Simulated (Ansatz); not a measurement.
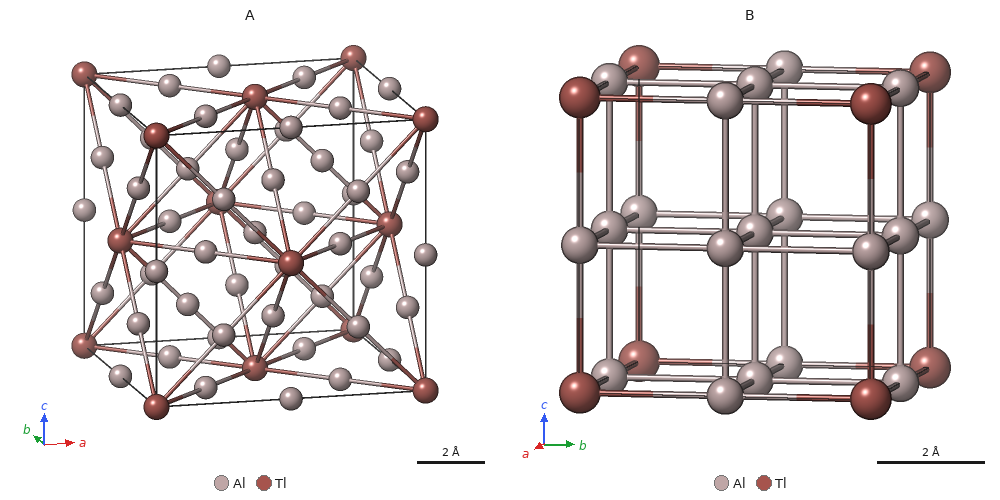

Two structures of Al7Tl, each relaxed to rest (conventional cells in solid outline, small ones repeated, not to one scale). Method: DFT PBE, scalar-relativistic, plane waves, PAW (Ansatz 0.2.0), without spin polarisation.

Which two forms are compared?

Answer. A: 32 atoms a cell on a face-centred cubic lattice, Fm-3m. B: 8 atoms a cell on a primitive cubic lattice, Pm-3m.

Which is the more stable form at this level of theory?

Answer. A is lower, by 229 meV/atom at this level of theory (energies at zero smearing). Volumes: A 18.4, B 21.5 Å³/atom.

One or both may be structure types tried for this composition rather than known phases.
